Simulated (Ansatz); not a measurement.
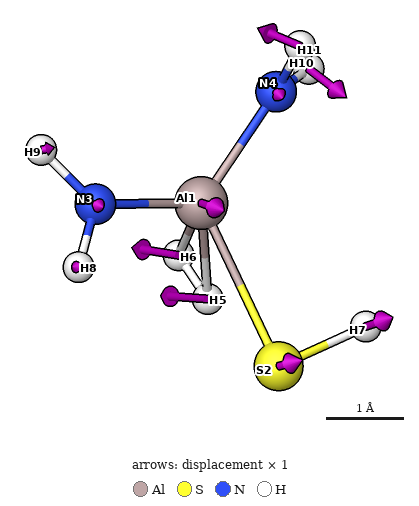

A relaxation of AlN₂H₇S (started from a transition state, displaced along its imaginary mode). The starting structure is drawn; purple arrows show the displacements, at their true length. The two geometries are superimposed by the best rigid fit.

The picture is a ball-and-stick view, seen at a tilt.

The calculation used Ansatz 0.2.0, RKS PBE0-D4/def2-TZVP.

The input:
```yaml
crystal:
  periodic: [false, false, false]
  atoms:
    - {symbol: Al, position_ang: [-0.013493, -0.129903, -0.079033]}
    - {symbol: S, position_ang: [1.331683, 1.789792, -0.315900]}
    - {symbol: N, position_ang: [0.794988, -1.444357, -0.933353]}
    - {symbol: N, position_ang: [-0.995711, -0.376199, 1.381452]}
    - {symbol: H, position_ang: [-0.416099, 1.389292, -0.991910]}
    - {symbol: H, position_ang: [-1.051237, 0.970830, -1.100931]}
    - {symbol: H, position_ang: [0.726968, 2.338746, 0.751488]}
    - {symbol: H, position_ang: [1.680603, -1.295180, -1.392952]}
    - {symbol: H, position_ang: [0.458037, -2.376696, -1.114807]}
    - {symbol: H, position_ang: [-1.846295, 0.094237, 1.657998]}
    - {symbol: H, position_ang: [-0.669544, -0.960462, 2.137948]}
basis:
  gaussian: {orbitals: def2-TZVP}
hamiltonian: {xc: pbe0, dispersion: d4}
relax: {f_tol: 0.005, max_steps: 200}
```

Command:
```bash
ansatz run in.yaml --threads 4 --pin off --events-out ev --progress --plain --max-ram 9574MiB
```

Describe the change and its energy.

Answer. The largest move after the best rigid fit is that of H5, 1.11 Å. Largest moves by element: H 1.11 Å, Al 0.58 Å, S 0.44 Å, N 0.21 Å. Near-neighbour distances that change, for instance: S2–H5 1.916 → 3.331 Å, Al1–H6 1.826 → 3.160 Å, Al1–H5 1.818 → 3.050 Å, Al1–S2 2.356 → 2.192 Å. Bonds break, among them: Al1–H5 (1.82 → 3.05 Å), Al1–H6 (1.83 → 3.16 Å). Among the angles between lasting bonds that change: S2–Al1–N3 107.3° → 117.5°, Al1–N4–H10 128.7° → 125.0°, Al1–N4–H11 121.1° → 124.8°. Over 24 geometry steps the energy falls by 0.937 eV. The largest force component goes from 2 to 0.0017 eV/Å. The forces were under the threshold at step 12, but the run went on from there.
